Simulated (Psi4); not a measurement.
# [SiCl3]+ (SMILES Cl[Si+](Cl)Cl) at HF/3-21G

What is the vertical singlet–triplet gap of [SiCl3]+ at HF/3-21G? 

Program for the calculation: Psi4 1.11.

## Step 1: The molecule

[SiCl3]+ has 4 atoms, charge +1, and is taken as a singlet. SMILES: `Cl[Si+](Cl)Cl`. Geometry: relaxed at PBE0-D4/def2-TZVP.

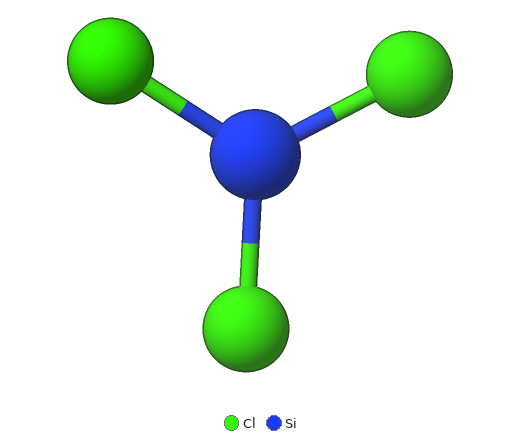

The structure, seen from a chosen angle (chlorine green, silicon blue).

## Step 2: Energy and gradient at HF/3-21G

The input, job.inp:

```
memory 2.2 GB

molecule mol {
  1 1
  Cl    -1.556000    -0.622300     0.990900
  Si     0.000000    -0.000100    -0.000100
  Cl     1.772000    -0.669600     0.449500
  Cl    -0.216000     1.292000    -1.440300
  symmetry c1
}

set globals {
  basis         3-21G
  reference     rhf
  puream        true
  e_convergence 1e-09
  d_convergence 1e-08
  scf_type      pk
}

result, w = gradient("hf", return_wfn=True)
oeprop(w, "WIBERG_LOWDIN_INDICES", "MAYER_INDICES", "DIPOLE")
```

Started as:

```console
$ psi4 -i job.inp -o job.out -n 1
```

job.out, cut to the lines that bear on the results:

```text
[...]
  Running in c1 symmetry.
[...]
  Nuclear repulsion =  330.127150927455659
[...]
  Multiplicity = 1
[...]
  Nalpha       = 32
  Nbeta        = 32
[...]
    Number of basis functions: 52
[...]
   @RHF iter   1: -1658.92052059683624    8.01900e-01   6.38859e-03 ADIIS/DIIS
[...]
   @RHF iter   9: -1659.02092595623617   -2.25100e-11   6.98212e-09 DIIS
[...]
    Orbital Energies [Eh]
    ---------------------
    Doubly Occupied:
       1A   -104.389577     2A   -104.389575     3A   -104.389397
       4A    -68.736658     5A    -10.787016     6A    -10.787014
       7A    -10.786420     8A     -8.249413     9A     -8.249411
      10A     -8.249190    11A     -8.244592    12A     -8.244401
      13A     -8.244399    14A     -8.244156    15A     -8.244108
      16A     -8.244106    17A     -6.551245    18A     -4.647169
      19A     -4.647169    20A     -4.642207    21A     -1.451352
      22A     -1.394484    23A     -1.394480    24A     -0.955114
      25A     -0.838318    26A     -0.838315    27A     -0.798183
      28A     -0.738734    29A     -0.738732    30A     -0.731839
      31A     -0.731836    32A     -0.719036
[...]
  @RHF Final Energy: -1659.02092595623617
   => Energetics <=
    Nuclear Repulsion Energy =            330.1271509274556593
    One-Electron Energy =               -2937.7008611898172603
    Two-Electron Energy =                 948.5527843061255453
    Total Energy =                      -1659.0209259562361694
[...]
  -Total Gradient:
     Atom            X                  Y                   Z
    ------   -----------------  -----------------  -----------------
       1        0.048016352516     0.019205493848    -0.030576454911
       2       -0.000000511484    -0.000002588725    -0.000002032352
       3       -0.054678675242     0.020662257338    -0.013866776424
       4        0.006662834235    -0.039865162465     0.044445263680
[...]
 Multipole Moments:
 ------------------------------------------------------------------------------------
     Multipole            Electronic (a.u.)      Nuclear  (a.u.)        Total (a.u.)
 ------------------------------------------------------------------------------------
 L = 1.  Multiply by 2.5417464519 to convert [e a0] to [Debye]
 Dipole X            :          0.0000189            0.0000000            0.0000189
 Dipole Y            :         -0.0001929           -0.0000794           -0.0002723
 Dipole Z            :         -0.0002080           -0.0000794           -0.0002874
 Magnitude           :                                                    0.0003964
[...]
```

Wall time 2.9 s (1 thread of AMD EPYC 7R43 (Zen 3), shared host); peak memory 0.19 GiB.

## Step 3: The triplet, same level

The input, cl3si.inp:

```
memory 2.2 GB

molecule {
  1 3
  Cl
  Si 1 1.946882
  Cl 2 1.946883 1 119.99894
  Cl 2 1.946883 1 119.99844 3 -179.98095
  units angstrom
  symmetry c1
  no_reorient
  no_com
}

set globals {
  basis         3-21G
  reference     uhf
  puream        true
  e_convergence 1e-09
  d_convergence 1e-08
  scf_type      pk
  maxiter       100
}

result = gradient('scf')
```

Started as:

```console
$ psi4 -n 1 cl3si.inp cl3si.out
```

cl3si.out, cut to the lines that bear on the results:

```text
[...]
  Running in c1 symmetry.
[...]
  Nuclear repulsion =  330.127184992631328
[...]
  Multiplicity = 3
[...]
  Nalpha       = 33
  Nbeta        = 31
[...]
    Number of basis functions: 52
[...]
   @UHF iter   1: -1658.73650777971102    9.85913e-01   4.88452e-03 DIIS/ADIIS
[...]
   @UHF iter  16: -1658.80250337822349   -4.16094e-11   5.52862e-09 DIIS
[...]
   @S^2 Observed:                2.037256191E+00
[...]
  @UHF Final Energy: -1658.80250337822349
   => Energetics <=
    Nuclear Repulsion Energy =            330.1271849926313280
    One-Electron Energy =               -2937.6910327293880982
    Two-Electron Energy =                 948.7613443585330515
    Total Energy =                      -1658.8025033782234914
  UHF NO Occupations:
  HONO-2 :   31  A 1.9941165
  HONO-1 :   32  A 1.0000000
[...]
 Multipole Moments:
 ------------------------------------------------------------------------------------
     Multipole            Electronic (a.u.)      Nuclear  (a.u.)        Total (a.u.)
 ------------------------------------------------------------------------------------
 L = 1.  Multiply by 2.5417464519 to convert [e a0] to [Debye]
 Dipole X            :         -0.0018585            0.0001113           -0.0017472
 Dipole Y            :         -0.0000098           -0.0000017           -0.0000114
 Dipole Z            :          0.0001372            0.0000151            0.0001523
 Magnitude           :                                                    0.0017539
[...]
  -Total Gradient:
     Atom            X                  Y                   Z
    ------   -----------------  -----------------  -----------------
       1        0.000082329075     0.000000275087     0.091185018680
       2       -0.000273251174    -0.000000028376     0.000000986541
       3        0.000082333256     0.078968658611    -0.045593230734
       4        0.000108588843    -0.078968905334    -0.045592774484
[...]
```

It took 3.3 s on 1 thread of AMD EPYC 7R43 (Zen 3), shared host; peak memory 0.19 GiB.

## Step 4: Results

At HF/3-21G:

| quantity | value |
| --- | --- |
| singlet: total energy | -1659.02093 Eh |
| singlet: HOMO energy | -19.57 eV |
| singlet: LUMO energy | -6.32 eV |
| singlet: HOMO–LUMO gap | 13.25 eV |
| singlet: largest force on an atom | 3.089 eV/Å |
| triplet: total energy | -1658.80250 Eh |
| triplet: HOMO energy (highest over α and β) | -13.82 eV |
| triplet: LUMO energy (lowest over α and β) | -12.45 eV |
| triplet: ⟨S²⟩ | 2.037 |
| triplet: largest force on an atom | 4.689 eV/Å |
| vertical energy of the triplet above the singlet | 5.944 eV |

At this shape the triplet lies 5.94 eV (573 kJ/mol) above the singlet. The largest force (singlet) is 3.09 eV/Å: the shape isn't a stationary point for this species at this level.
